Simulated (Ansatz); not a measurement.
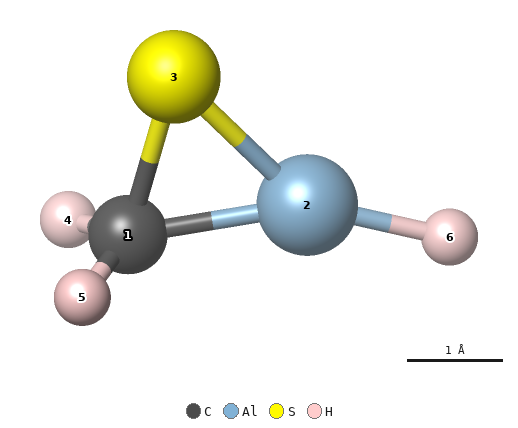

The structure as given in the input (ball-and-stick view, seen at a tilt; atoms are numbered from 1 in the order of the input). Sticks mark near contacts.

## CH3AlS: molecular dynamics

- system: CH3AlS, SMILES [CH2]1[AlH][S]1
- method: RKS PBE/6-31G* (Ansatz 0.2.0)

The geometry comes from this level: PBE0-D4/def2-TZVP. Figures and captions count atoms from 1; the log counts them from 0 in places.

**Input**
```yaml
crystal:
  periodic: [false, false, false]
  atoms:
    - {symbol: C, position_ang: [-0.232493, -0.185651, -0.764286]}
    - {symbol: Al, position_ang: [0.239766, 0.501582, 0.957014]}
    - {symbol: S, position_ang: [0.528854, -1.511881, 0.378437]}
    - {symbol: H, position_ang: [-1.254360, -0.440929, -1.033998]}
    - {symbol: H, position_ang: [0.382441, -0.029699, -1.647268]}
    - {symbol: H, position_ang: [0.377894, 1.602579, 2.064003]}
basis:
  gaussian: {orbitals: "6-31G*"}
hamiltonian: {xc: {name: PBE}}
md: {timestep: 0.5 fs, n_steps: 30, ensemble: nve, temperature: 300, initial_velocities: maxwell_boltzmann, seed: 107}
```

Command:
```bash
ansatz run in.yaml --threads 2 --pin off --events-out ev --progress --plain --max-ram 4352MiB
```

**Log**
```
Functional definition: PBE
  name "PBE"
  cite "Perdew, Burke & Ernzerhof, Phys. Rev. Lett. 77, 3865 (1996) doi:10.1103/PhysRevLett.77.3865"
  parent pbe
  parameter kappa = 0.804
  parameter beta = 0.06672455060314922
  exchange = pbe_x(kappa = kappa, mu = beta*pi^2/3)
  correlation = pbe_c(beta = beta)
713 factors; their error is unknown
mean field evaluation 1: about -18500.0523 eV, gradient 5.1e1 eV
mean field evaluation 2: about -18479.1968 eV, gradient 8.8e1 eV
mean field evaluation 4: about -18506.8457 eV, gradient 6.5e0 eV
mean field evaluation 8: about -18506.9732 eV, gradient 1.9e-1 eV
mean field evaluation 16: about -18506.9733 eV, gradient 1.2e-5 eV
mean field -18506.97326824 eV, -680.1187231306 hartree, gradient 1.2e-5 eV, S^2 0.000000; 0 other end points of the search recorded, 0 dependent functions left out
the calculation of the forces begins
reference -18506.97330604 eV, -680.1187245201 hartree; 19, 19 occupied and 40, 40 virtual orbitals, 713 factors
md step     0: t =     0.00 fs  T =   300.0 K  F+E_penalty+E_count = -18506.97326824 eV  E_kin = 0.155112 eV  conserved = -18506.81815624 eV  (25 SCF iters)
these checks for a lower state are left out or cut short: starts, cluster_reference, orbital_swaps, neighbouring_geometries, increment
713 factors; their error is unknown
mean field -18506.97543788 eV, -680.1188028634 hartree, gradient 2.3e-5 eV, S^2 0.000000; 0 other end points of the search recorded, 0 dependent functions left out
the calculation of the forces begins
reference -18506.97547566 eV, -680.1188042521 hartree; 19, 19 occupied and 40, 40 virtual orbitals, 713 factors
md step     1: t =     0.50 fs  T =   304.2 K  F+E_penalty+E_count = -18506.97543788 eV  E_kin = 0.157297 eV  conserved = -18506.81814076 eV  (28 SCF iters)
[... from here on the SCF iterations and repeated set-up lines of each step are left out, up to the last step ...]
md step     2: t =     1.00 fs  T =   288.3 K  F+E_penalty+E_count = -18506.96700762 eV  E_kin = 0.149057 eV  conserved = -18506.81795051 eV  (28 SCF iters)
md step     3: t =     1.50 fs  T =   257.3 K  F+E_penalty+E_count = -18506.95071061 eV  E_kin = 0.133038 eV  conserved = -18506.81767284 eV  (28 SCF iters)
md step     4: t =     2.00 fs  T =   219.3 K  F+E_penalty+E_count = -18506.93076635 eV  E_kin = 0.113379 eV  conserved = -18506.81738713 eV  (28 SCF iters)
md step     5: t =     2.50 fs  T =   182.7 K  F+E_penalty+E_count = -18506.91162453 eV  E_kin = 0.094474 eV  conserved = -18506.81715010 eV  (28 SCF iters)
md step     6: t =     3.00 fs  T =   154.8 K  F+E_penalty+E_count = -18506.89702841 eV  E_kin = 0.080031 eV  conserved = -18506.81699708 eV  (28 SCF iters)
md step     7: t =     3.50 fs  T =   140.1 K  F+E_penalty+E_count = -18506.88941102 eV  E_kin = 0.072463 eV  conserved = -18506.81694797 eV  (28 SCF iters)
md step     8: t =     4.00 fs  T =   140.3 K  F+E_penalty+E_count = -18506.88955227 eV  E_kin = 0.072541 eV  conserved = -18506.81701111 eV  (28 SCF iters)
md step     9: t =     4.50 fs  T =   153.3 K  F+E_penalty+E_count = -18506.89645002 eV  E_kin = 0.079269 eV  conserved = -18506.81718139 eV  (28 SCF iters)
md step    10: t =     5.00 fs  T =   174.1 K  F+E_penalty+E_count = -18506.90743123 eV  E_kin = 0.089997 eV  conserved = -18506.81743380 eV  (28 SCF iters)
md step    11: t =     5.50 fs  T =   195.1 K  F+E_penalty+E_count = -18506.91859763 eV  E_kin = 0.100883 eV  conserved = -18506.81771494 eV  (28 SCF iters)
md step    12: t =     6.00 fs  T =   208.5 K  F+E_penalty+E_count = -18506.92571960 eV  E_kin = 0.107780 eV  conserved = -18506.81793955 eV  (28 SCF iters)
md step    13: t =     6.50 fs  T =   208.1 K  F+E_penalty+E_count = -18506.92558927 eV  E_kin = 0.107583 eV  conserved = -18506.81800611 eV  (28 SCF iters)
md step    14: t =     7.00 fs  T =   192.8 K  F+E_penalty+E_count = -18506.91754866 eV  E_kin = 0.099705 eV  conserved = -18506.81784363 eV  (28 SCF iters)
md step    15: t =     7.50 fs  T =   168.3 K  F+E_penalty+E_count = -18506.90447247 eV  E_kin = 0.086996 eV  conserved = -18506.81747622 eV  (28 SCF iters)
md step    16: t =     8.00 fs  T =   145.5 K  F+E_penalty+E_count = -18506.89226430 eV  E_kin = 0.075207 eV  conserved = -18506.81705778 eV  (28 SCF iters)
md step    17: t =     8.50 fs  T =   136.6 K  F+E_penalty+E_count = -18506.88744381 eV  E_kin = 0.070631 eV  conserved = -18506.81681252 eV  (26 SCF iters)
md step    18: t =     9.00 fs  T =   148.7 K  F+E_penalty+E_count = -18506.89377578 eV  E_kin = 0.076886 eV  conserved = -18506.81689023 eV  (28 SCF iters)
md step    19: t =     9.50 fs  T =   179.5 K  F+E_penalty+E_count = -18506.91005816 eV  E_kin = 0.092805 eV  conserved = -18506.81725318 eV  (28 SCF iters)
md step    20: t =    10.00 fs  T =   218.5 K  F+E_penalty+E_count = -18506.93067425 eV  E_kin = 0.112966 eV  conserved = -18506.81770840 eV  (28 SCF iters)
md step    21: t =    10.50 fs  T =   252.2 K  F+E_penalty+E_count = -18506.94845449 eV  E_kin = 0.130405 eV  conserved = -18506.81804927 eV  (28 SCF iters)
md step    22: t =    11.00 fs  T =   270.1 K  F+E_penalty+E_count = -18506.95782406 eV  E_kin = 0.139654 eV  conserved = -18506.81817003 eV  (28 SCF iters)
md step    23: t =    11.50 fs  T =   267.8 K  F+E_penalty+E_count = -18506.95652579 eV  E_kin = 0.138446 eV  conserved = -18506.81808013 eV  (28 SCF iters)
md step    24: t =    12.00 fs  T =   247.1 K  F+E_penalty+E_count = -18506.94561014 eV  E_kin = 0.127757 eV  conserved = -18506.81785324 eV  (28 SCF iters)
md step    25: t =    12.50 fs  T =   214.3 K  F+E_penalty+E_count = -18506.92838319 eV  E_kin = 0.110810 eV  conserved = -18506.81757308 eV  (28 SCF iters)
md step    26: t =    13.00 fs  T =   177.6 K  F+E_penalty+E_count = -18506.90911757 eV  E_kin = 0.091811 eV  conserved = -18506.81730632 eV  (29 SCF iters)
md step    27: t =    13.50 fs  T =   144.8 K  F+E_penalty+E_count = -18506.89197374 eV  E_kin = 0.074875 eV  conserved = -18506.81709829 eV  (30 SCF iters)
md step    28: t =    14.00 fs  T =   122.3 K  F+E_penalty+E_count = -18506.88023600 eV  E_kin = 0.063258 eV  conserved = -18506.81697760 eV  (30 SCF iters)
md step    29: t =    14.50 fs  T =   113.8 K  F+E_penalty+E_count = -18506.87581549 eV  E_kin = 0.058854 eV  conserved = -18506.81696148 eV  (30 SCF iters)
these checks for a lower state are left out or cut short: starts, cluster_reference, orbital_swaps, neighbouring_geometries, increment
713 factors; their error is unknown
mean field -18506.87895957 eV, -680.1152573510 hartree, gradient 8.8e-6 eV, S^2 0.000000; 0 other end points of the search recorded, 0 dependent functions left out
the calculation of the forces begins
reference -18506.87899747 eV, -680.1152587441 hartree; 19, 19 occupied and 40, 40 virtual orbitals, 713 factors
713 factors; their error is unknown
mean field evaluation 256: about -18506.8790 eV, gradient 5.1e-2 eV
mean field -18506.87895957 eV, -680.1152573510 hartree, gradient 1.0e-5 eV, S^2 0.000000; 1 other end points of the search recorded, 0 dependent functions left out
the calculation of the forces begins
reference -18506.87899747 eV, -680.1152587441 hartree; 19, 19 occupied and 40, 40 virtual orbitals, 713 factors
md step    30: t =    15.00 fs  T =   119.7 K  F+E_penalty+E_count = -18506.87895957 eV  E_kin = 0.061903 eV  conserved = -18506.81705609 eV  (28 SCF iters)
```

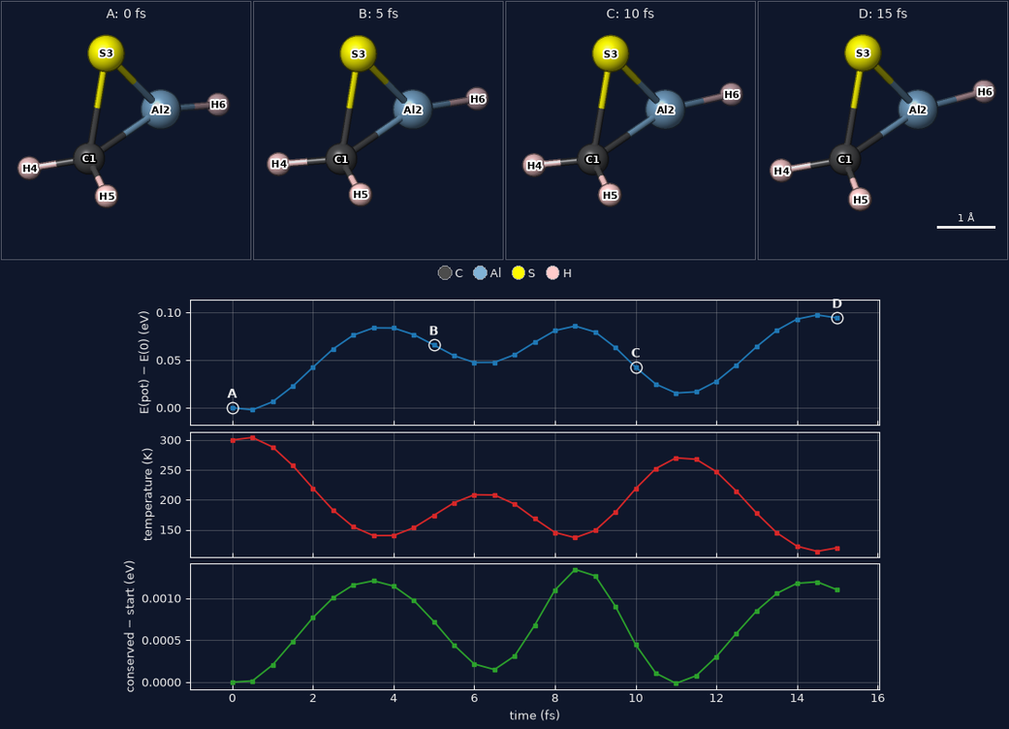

Frames of the molecular dynamics (ball-and-stick, seen at a tilt) above the curves, on which the letters mark them. The trajectory kept here has 31 frames over 15 fs. The temperature starts at 300 K, ranges from 114 to 304 K and averages 183 K over the second half. The potential energy ends 0.094 eV above its first value. The conserved quantity stays within 0.0014 eV. After an unweighted best fit of the last frame on the first, the root-mean-square displacement is 0.11 Å.

```
Total energy: -18506.87899747 eV, -680.1152587441 hartree
Atom 0 at    -0.228614    -0.201176    -0.798261 Å, force    -1.291850    -0.172944    -0.848280 eV/Å
Atom 1 at     0.225055     0.526283     0.972908 Å, force     0.035132    -0.596314    -0.784872 eV/Å
Atom 2 at     0.533668    -1.519325     0.380352 Å, force    -0.013017    -0.105023    -0.064959 eV/Å
Atom 3 at    -1.306248    -0.478661    -1.113448 Å, force     1.368649     0.403005     0.631162 eV/Å
Atom 4 at     0.357976    -0.057283    -1.740727 Å, force    -0.085175     0.000983     0.671086 eV/Å
Atom 5 at     0.648690     1.428440     2.155429 Å, force    -0.013740     0.470292     0.395863 eV/Å
Dipole moment:    -0.155415     0.488344     0.052094 e Å
```

**Trajectory as extended XYZ (Å, eV, eV/Å), 16 of the 31 frames kept, from step=0 to step=30**
```
6
Properties=species:S:1:pos:R:3:forces:R:3 step=0 time_fs=0.0 energy=-18506.97327 temperature=300.0
C    -0.2325   -0.1857   -0.7643   -0.0986   0.1226  -0.1808
Al    0.2398    0.5016    0.9570   -0.0204   0.4819   0.2687
S     0.5289   -1.5119    0.3784    0.2476  -0.7683   0.1457
H    -1.2544   -0.4409   -1.0340   -0.3604  -0.0657  -0.1184
H     0.3824   -0.0297   -1.6473    0.1922   0.0731  -0.3254
H     0.3779    1.6026    2.0640    0.0395   0.1564   0.2103
6
Properties=species:S:1:pos:R:3:forces:R:3 step=2 time_fs=1.0 energy=-18506.96701 temperature=288.3
C    -0.2296   -0.1857   -0.7651   -0.9421  -0.1667  -0.4562
Al    0.2384    0.5017    0.9568    0.0323   0.6209   0.4486
S     0.5285   -1.5109    0.3780    0.2877  -0.7988   0.2041
H    -1.2830   -0.4638   -1.0249    0.6460   0.2619  -0.0022
H     0.3988   -0.0385   -1.6460   -0.0259   0.0619  -0.2448
H     0.4031    1.5999    2.0839    0.0020   0.0208   0.0506
6
Properties=species:S:1:pos:R:3:forces:R:3 step=4 time_fs=2.0 energy=-18506.93077 temperature=219.3
C    -0.2275   -0.1860   -0.7662   -1.4213  -0.3750  -0.6809
Al    0.2370    0.5021    0.9567    0.0876   0.7439   0.6126
S     0.5283   -1.5101    0.3776    0.3190  -0.8171   0.2556
H    -1.3056   -0.4841   -1.0159    1.3200   0.5110   0.0305
H     0.4148   -0.0467   -1.6470   -0.2649   0.0466  -0.1089
H     0.4284    1.5975    2.1043   -0.0404  -0.1094  -0.1089
6
Properties=species:S:1:pos:R:3:forces:R:3 step=6 time_fs=3.0 energy=-18506.89703 temperature=154.8
C    -0.2265   -0.1865   -0.7679   -1.5329  -0.4821  -0.8038
Al    0.2356    0.5027    0.9569    0.1417   0.8312   0.7374
S     0.5282   -1.5096    0.3772    0.3403  -0.8220   0.2993
H    -1.3159   -0.4997   -1.0066    1.6053   0.6503  -0.0093
H     0.4284   -0.0545   -1.6491   -0.4709   0.0394   0.0254
H     0.4533    1.5940    2.1237   -0.0836  -0.2169  -0.2490
6
Properties=species:S:1:pos:R:3:forces:R:3 step=8 time_fs=4.0 energy=-18506.88955 temperature=140.3
C    -0.2267   -0.1874   -0.7702   -1.3286  -0.4848  -0.7925
Al    0.2343    0.5036    0.9573    0.1906   0.8715   0.8082
S     0.5282   -1.5094    0.3770    0.3513  -0.8133   0.3342
H    -1.3110   -0.5091   -0.9975    1.5105   0.6705  -0.1036
H     0.4375   -0.0619   -1.6510   -0.6006   0.0472   0.1101
H     0.4774    1.5885    2.1407   -0.1232  -0.2911  -0.3563
6
Properties=species:S:1:pos:R:3:forces:R:3 step=10 time_fs=5.0 energy=-18506.90743 temperature=174.1
C    -0.2280   -0.1887   -0.7731   -0.8244  -0.3749  -0.6261
Al    0.2331    0.5049    0.9580    0.2299   0.8602   0.8184
S     0.5283   -1.5093    0.3769    0.3518  -0.7902   0.3581
H    -1.2919   -0.5122   -0.9894    1.0276   0.5609  -0.2437
H     0.4409   -0.0688   -1.6518   -0.6291   0.0712   0.1166
H     0.5003    1.5802    2.1544   -0.1557  -0.3271  -0.4232
6
Properties=species:S:1:pos:R:3:forces:R:3 step=12 time_fs=6.0 energy=-18506.92572 temperature=208.5
C    -0.2299   -0.1902   -0.7766   -0.0267  -0.1470  -0.3020
Al    0.2319    0.5064    0.9590    0.2554   0.7979   0.7670
S     0.5285   -1.5096    0.3768    0.3411  -0.7524   0.3675
H    -1.2632   -0.5099   -0.9836    0.1588   0.3167  -0.4238
H     0.4383   -0.0750   -1.6516   -0.5502   0.1084   0.0370
H     0.5217    1.5688    2.1640   -0.1784  -0.3235  -0.4457
6
Properties=species:S:1:pos:R:3:forces:R:3 step=14 time_fs=7.0 energy=-18506.91755 temperature=192.8
C    -0.2319   -0.1919   -0.7803    0.9306   0.1574   0.1382
Al    0.2309    0.5082    0.9602    0.2646   0.6884   0.6582
S     0.5288   -1.5100    0.3769    0.3196  -0.7002   0.3596
H    -1.2331   -0.5047   -0.9819   -0.9474  -0.0175  -0.6168
H     0.4306   -0.0802   -1.6511   -0.3779   0.1530  -0.1165
H     0.5414    1.5543    2.1693   -0.1894  -0.2812  -0.4227
6
Properties=species:S:1:pos:R:3:forces:R:3 step=16 time_fs=8.0 energy=-18506.89226 temperature=145.5
C    -0.2330   -0.1935   -0.7838    1.6397   0.4034   0.5736
Al    0.2299    0.5103    0.9617    0.2570   0.5382   0.4996
S     0.5292   -1.5107    0.3771    0.2894  -0.6360   0.3343
H    -1.2120   -0.4997   -0.9861   -1.8492  -0.2994  -0.7455
H     0.4192   -0.0839   -1.6518   -0.1495   0.1966  -0.3072
H     0.5593    1.5372    2.1707   -0.1875  -0.2028  -0.3548
6
Properties=species:S:1:pos:R:3:forces:R:3 step=18 time_fs=9.0 energy=-18506.89378 temperature=148.7
C    -0.2330   -0.1947   -0.7869    1.6050   0.4249   0.8267
Al    0.2290    0.5125    0.9634    0.2345   0.3559   0.3021
S     0.5296   -1.5115    0.3774    0.2543  -0.5640   0.2948
H    -1.2081   -0.4973   -0.9973   -1.9951  -0.3517  -0.7067
H     0.4065   -0.0858   -1.6553    0.0735   0.2281  -0.4709
H     0.5755    1.5181    2.1687   -0.1722  -0.0933  -0.2461
6
Properties=species:S:1:pos:R:3:forces:R:3 step=20 time_fs=10.0 energy=-18506.93067 temperature=218.5
C    -0.2316   -0.1957   -0.7894    0.7994   0.2089   0.7837
Al    0.2283    0.5149    0.9652    0.1995   0.1531   0.0780
S     0.5302   -1.5125    0.3777    0.2165  -0.4875   0.2446
H    -1.2227   -0.4982   -1.0151   -1.2905  -0.1493  -0.4737
H     0.3943   -0.0855   -1.6633    0.2197   0.2363  -0.5275
H     0.5900    1.4982    2.1643   -0.1445   0.0385  -0.1051
6
Properties=species:S:1:pos:R:3:forces:R:3 step=22 time_fs=11.0 energy=-18506.95782 temperature=270.1
C    -0.2297   -0.1964   -0.7913   -0.2548  -0.0794   0.4782
Al    0.2275    0.5174    0.9670    0.1552  -0.0560  -0.1574
S     0.5308   -1.5137    0.3782    0.1758  -0.4086   0.1859
H    -1.2495   -0.5005   -1.0374   -0.2139   0.1499  -0.1389
H     0.3842   -0.0829   -1.6762    0.2452   0.2146  -0.4211
H     0.6031    1.4786    2.1589   -0.1075   0.1794   0.0532
6
Properties=species:S:1:pos:R:3:forces:R:3 step=24 time_fs=12.0 energy=-18506.94561 temperature=247.1
C    -0.2279   -0.1973   -0.7927   -1.0616  -0.2833   0.0372
Al    0.2269    0.5198    0.9687    0.1075  -0.2533  -0.3841
S     0.5315   -1.5150    0.3787    0.1318  -0.3291   0.1219
H    -1.2785   -0.5013   -1.0611    0.7247   0.3875   0.1818
H     0.3764   -0.0783   -1.6931    0.1649   0.1667  -0.1635
H     0.6151    1.4608    2.1541   -0.0673   0.3114   0.2067
6
Properties=species:S:1:pos:R:3:forces:R:3 step=26 time_fs=13.0 energy=-18506.90912 temperature=177.6
C    -0.2270   -0.1983   -0.7942   -1.4675  -0.3539  -0.4010
Al    0.2262    0.5221    0.9703    0.0655  -0.4191  -0.5781
S     0.5322   -1.5164    0.3792    0.0849  -0.2510   0.0565
H    -1.3007   -0.4985   -1.0830    1.3081   0.5044   0.4264
H     0.3702   -0.0721   -1.7115    0.0414   0.1053   0.1667
H     0.6266    1.4459    2.1512   -0.0324   0.4143   0.3296
6
Properties=species:S:1:pos:R:3:forces:R:3 step=28 time_fs=14.0 energy=-18506.88024 temperature=122.3
C    -0.2272   -0.1996   -0.7959   -1.5228  -0.3080  -0.7230
Al    0.2256    0.5243    0.9718    0.0391  -0.5364  -0.7165
S     0.5329   -1.5178    0.3798    0.0363  -0.1762  -0.0066
H    -1.3106   -0.4910   -1.1010    1.5167   0.5043   0.5783
H     0.3643   -0.0649   -1.7283   -0.0569   0.0459   0.4703
H     0.6377    1.4349    2.1514   -0.0123   0.4704   0.3975
6
Properties=species:S:1:pos:R:3:forces:R:3 step=30 time_fs=15.0 energy=-18506.87896 temperature=119.7
C    -0.2286   -0.2012   -0.7983   -1.2918  -0.1729  -0.8483
Al    0.2251    0.5263    0.9729    0.0351  -0.5963  -0.7849
S     0.5337   -1.5193    0.3804   -0.0130  -0.1050  -0.0650
H    -1.3062   -0.4787   -1.1134    1.3686   0.4030   0.6312
H     0.3580   -0.0573   -1.7407   -0.0852   0.0010   0.6711
H     0.6487    1.4284    2.1554   -0.0137   0.4703   0.3959
```

**Key numbers**

```json
{"quantity": "outcome", "value": "finished"}
{"quantity": "mean temperature over the second half", "value": "183 K"}
{"quantity": "trajectory", "value": "30 steps, 15 fs"}
{"quantity": "ensemble", "value": "nve"}
{"quantity": "temperature in the input", "value": "300 K"}
{"quantity": "time step", "value": "0.5 fs"}
{"quantity": "potential energy (last step)", "value": "−18506.8790 eV"}
{"quantity": "SCF solution under orbital rotations (last step)", "value": "stable"}
{"quantity": "largest force (length of the vector) (last step)", "value": "1.560 eV/Å"}
{"quantity": "dipole moment (last step)", "value": "2.47 D"}
{"quantity": "hardware", "value": "2 threads of Arm Neoverse V1, 23 GiB of memory available, shared host"}
{"quantity": "wall time", "value": "25 s (CPU time 47 s)"}
{"quantity": "peak memory", "value": "0.11 GiB"}
```

**Remarks**

So short a trajectory is not equilibrated.
